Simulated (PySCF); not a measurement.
C₄H₃ClO₂Si

```
atom    x (Å)    y (Å)    z (Å)
   O  -0.7297   2.4698  -0.3856
   C  -0.3854   1.3188  -0.2381
   C   1.0139   0.9185  -0.0007
   C   1.2449  -0.3809   0.2589
  Cl   2.7904  -1.0388   0.5563
   C   0.0684  -1.3000   0.2835
   O   0.1390  -2.4607   0.5995
  Si  -1.4796  -0.2709  -0.2426
   H   1.7927   1.6657  -0.0377
   H  -2.5319  -0.2800   0.7644
   H  -1.9173  -0.6387  -1.5840
```

Geometry: GFN2-xTB.

Level of theory: wB97X-D/def2-SVPD, SCF density, gas phase (PySCF 2.14.0).

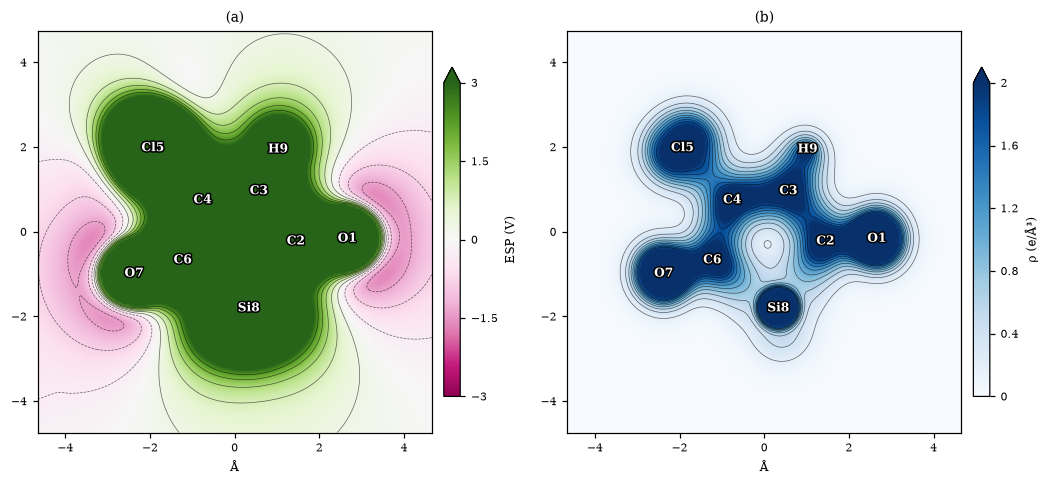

Figure 1. (a) electrostatic potential; (b) total electron density on the plane of atoms C3, C4 and Cl5.

> Read the bonding off the picture.

- The section cuts through O, C, Cl, Si and H sites.
- C–O (1.21 Å): ρ is about 3.3 e/Å³ halfway.
- C–C (1.35 Å): ρ at the midpoint is about 2.3 e/Å³.
- C–Cl (1.71 Å): ρ at the midpoint is about 1.5 e/Å³.
- C–Si (1.93 Å): ρ at the midpoint is about 0.92 e/Å³.
- C–H (1.08 Å): ρ at the midpoint is about 2 e/Å³.
- Outside the dense part of the molecule the potential is most negative (−1.6 V) near O7.

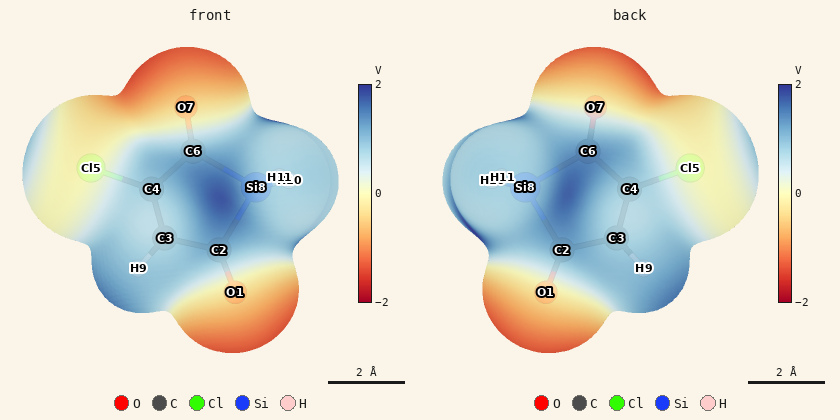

Figure 2. The molecular electrostatic potential painted on the density surface at 0.002 e/bohr³, seen from the front and from behind; the colour scale runs from red (negative) to blue (positive).

> Describe the electrostatic potential map.

The most negative region (about −1.4 V, or −32 kcal/mol for a unit charge) lies over O1 and O7, the most positive (about +1.9 V, or +44 kcal/mol for a unit charge) over Si8. Cl5 shows a σ-hole: about +0.9 V, or +21 kcal/mol for a unit charge at the tip opposite its bond, against about −0.2 V on its flanks.

> What dipole moment does the calculation give?

Its dipole moment is 0.56 D.
